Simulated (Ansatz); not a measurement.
# AlNH₃ (doublet): inputs that go wrong

3 inputs are run for AlNH₃ (doublet) as typed; the log has to tell whether the result can be used and what must change.

Method: the settings change from run to run; program: Ansatz 0.2.0, Gaussian basis.

24 further runs of the same task are left out: 3 for a known fault of the program, 11 that didn't finish, 10 set aside as unsound or not needed.

### 1 The geometry

The geometry is a PBE0/def2-TZVP stationary point (not a proven minimum).

5 atoms, charge 0, spin multiplicity 2.

Atoms are counted from 1 here; the program's logs count them from 0.

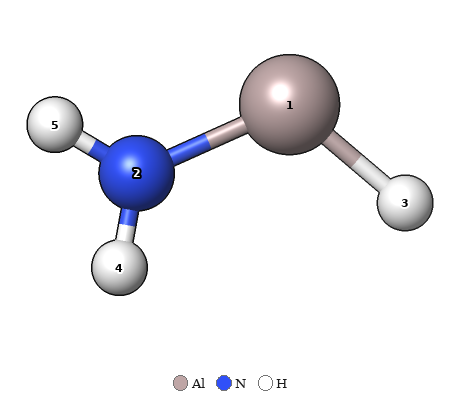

The structure; aluminium light grey, nitrogen blue, hydrogen white; atoms are numbered from 1 in the order of the file.

Geometry (Å):

```xyz
5
charge 0, multiplicity 2
Al    0.0000   -0.1040    0.6488
N     0.0000    0.0875   -1.1147
H     0.0000    1.2565    1.4988
H     0.0000    0.9771   -1.5913
H     0.0000   -0.6657   -1.7833
```

### 2 Attempt 1

Contents of in.yaml:

```yaml
crystal:
  periodic: [false, false, false]
  atoms:
    - {symbol: Al, position_ang: [0.000000, -0.104009, 0.648758]}
    - {symbol: N, position_ang: [0.000000, 0.087527, -1.114734]}
    - {symbol: H, position_ang: [0.000000, 1.256470, 1.498750]}
    - {symbol: H, position_ang: [0.000000, 0.977077, -1.591329]}
    - {symbol: H, position_ang: [0.000000, -0.665655, -1.783277]}
basis:
  gaussian: {orbitals: def2-SVP}
magnetization: {spin_polarized: false, initial_magnetization: 1}
correlation: {active_space: {window: {electrons: 3, orbitals: 3}, states: [{multiplicity: 2, irrep: 12, weights: [1]}]}}
accuracy: high
scf: {lower_state_search: light}
```

Run with:

```console
ansatz run in.yaml --threads 1 --pin off --events-out ev --progress --plain --max-ram 2393MiB
```

The program printed:

```text
Functional definition: HF
  name "HF"
  cite "Fock, Z. Phys. 61, 126 (1930) doi:10.1007/BF01340294"
  parent pbe
  exchange = exact_x
  correlation = 0
the irreps are read with x along [0.000, 1.000, 0.000], y along [0.000, 0.000, 1.000] and z along [1.000, 0.000, 0.000] of the geometry given
982 factors; integrals over basis functions are off by at most 3.7e-9 eV
mean field evaluation 1: about -8105.7328 eV, gradient 3.3e1 eV
mean field evaluation 2: about -8105.7356 eV, gradient 3.3e1 eV
mean field evaluation 4: about -8108.5789 eV, gradient 2.2e0 eV
mean field evaluation 8: about -8108.6253 eV, gradient 8.1e-5 eV
mean field -8108.62526055 eV, -297.9864821016 hartree, gradient 1.6e-8 eV, S^2 0.750000; 0 other end points of the search recorded, 0 dependent functions left out
reference -8108.62526055 eV, -297.9864821016 hartree; 12, 11 occupied and 35, 36 virtual orbitals, 982 factors
Error: the irrep 12 is not accepted for these orbitals, which take A', A'', or 1 to 2
```

It took 2.5 s on 1 thread of Intel Xeon at 2.50GHz, shared host.

What is wrong: The run stopped with an error. The symmetry label isn't in the molecule's group. Cure: name an irrep that the log lists.

### 3 Attempt 2

Contents of in.yaml:

```yaml
crystal:
  periodic: [false, false, false]
  atoms:
    - {symbol: Al, position_ang: [0.000000, -0.104009, 0.648758]}
    - {symbol: N, position_ang: [0.000000, 0.087527, -1.114734]}
    - {symbol: H, position_ang: [0.000000, 1.256470, 1.498750]}
    - {symbol: H, position_ang: [0.000000, 0.977077, -1.591329]}
    - {symbol: H, position_ang: [0.000000, -0.665655, -1.783277]}
basis:
  gaussian: {orbitals: cc-pVDZ}
magnetization: {spin_polarized: false, initial_magnetization: 1}
correlation: {method: ccsd(t), electrons: all}
```

Same command.

The program printed:

```text
Error: YAML parse error: error: line 12 column 23: unknown variant `ccsd(t)`, expected one of mp2, rpa, ccsd, ccsd_t, bccd, bccd_t, ccsdt, ccsdt_q, ccsdt_q_b, ccsdtq, fci, sc_nevpt2, fic_nevpt4_sd, fic_mrcisd_q, fic_mrcisd_q_relaxed
  --> <input>:12:23
   |
10 |   gaussian: {orbitals: cc-pVDZ}
11 | magnetization: {spin_polarized: false, initial_magnetization: 1}
12 | correlation: {method: ccsd(t), electrons: all}
   |                       ^ unknown variant `ccsd(t)`, expected one of mp2, rpa, ccsd, ccsd_t, bccd, bccd_t, ccsdt, ccsdt_q, ccsdt_q_b, ccsdtq, fci, sc_nevpt2, fic_nevpt4_sd, fic_mrcisd_q, fic_mrcisd_q_relaxed
```

It took 0.1 s on 1 thread of Intel Xeon at 2.50GHz, shared host.

What is wrong: The run was refused. The method's name isn't one that the program knows. To mend it, name one from the list in the message.

### 4 Attempt 3

Contents of in.yaml:

```yaml
crystal:
  periodic: [false, false, false]
  atoms:
    - {symbol: Al, position_ang: [0.000000, -0.055042, 0.343323]}
    - {symbol: N, position_ang: [0.000000, 0.046319, -0.589917]}
    - {symbol: H, position_ang: [0.000000, 0.664924, 0.793138]}
    - {symbol: H, position_ang: [0.000000, 0.517069, -0.842131]}
    - {symbol: H, position_ang: [0.000000, -0.352265, -0.943710]}
basis:
  gaussian: {orbitals: cc-pVDZ, point_charges: [{charge: 0.50, position_ang: [4.875, 0.939, -0.566]}]}
magnetization: {spin_polarized: false, initial_magnetization: 1}
hamiltonian: {pseudopotentials: {relativity: none}}
correlation: {method: mp2, electrons: outside_noble_gas}
output: {forces: true}
```

Same command.

The program printed (excerpt; [...] marks lines left out):

```text
Functional definition: HF
  name "HF"
  cite "Fock, Z. Phys. 61, 126 (1930) doi:10.1007/BF01340294"
  parent pbe
[...]
448 factors; integrals over basis functions are off by at most 4.2e-4 eV
[...]
mean field -8017.38439598 eV, -294.6334421741 hartree, gradient 2.4e-6 eV, S^2 0.750000; 0 other end points of the search recorded, 0 dependent functions left out
[...]
6 core orbitals not correlated: weight in the atoms' cores, before any rotation towards them, 0.992 or more for the frozen orbitals, at most 0.003 for the correlated occupied ones
reference -8017.38439598 eV, -294.6334421741 hartree; 6, 5 occupied and 35, 36 virtual orbitals, 448 factors
second order -5.42001703 eV of doubles, -0.00865742 eV of singles
[...]
Total energy: -8022.81307043 eV, -294.8329422804 hartree
Atom 0 at     0.000000    -0.055042     0.343323 Å, force    -0.003139   -68.290171   176.297336 eV/Å
Atom 1 at     0.000000     0.046319    -0.589917 Å, force     0.125285     1.288310   -50.909651 eV/Å
Atom 2 at     0.000000     0.664924     0.793138 Å, force     0.053499    48.395559    32.673580 eV/Å
Atom 3 at     0.000000     0.517069    -0.842131 Å, force    -0.179323   116.705786   -65.455743 eV/Å
Atom 4 at     0.000000    -0.352265    -0.943710 Å, force    -0.021777   -98.095463   -92.631081 eV/Å
Dipole moment:    -0.103286     0.173879    -0.623388 e Å
```

It took 4.3 s on 1 thread of Intel Xeon at 2.50GHz, shared host.

**Diagnosis.** The run converged, which proves nothing about the input. The coordinates are scaled by the bohr-ångström factor. The shortest distance is 0.53 Å, against 1.01 Å in the geometry of step 1. Its energy belongs to another geometry. To mend it, restore the coordinates in ångström.

### 5 Summary

```
attempt                 level                ended                                                   cause   time
      1  CASSCF(3,3)/def2-SVP  stopped by an error        the symmetry label isn't in the molecule's group  2.5 s
      2     'ccsd(t)'/cc-pVDZ              refused      the method's name isn't one that the program knows  0.1 s
      3   MP2 on ROHF/cc-pVDZ            converged  the coordinates are scaled by the bohr-ångström factor  4.3 s
```

1 stopped by an error, 1 refused, 1 converged. The input that converges on a wrong geometry or spin is the dangerous one: no error points at it, so geometry and ⟨S²⟩ have to be checked.
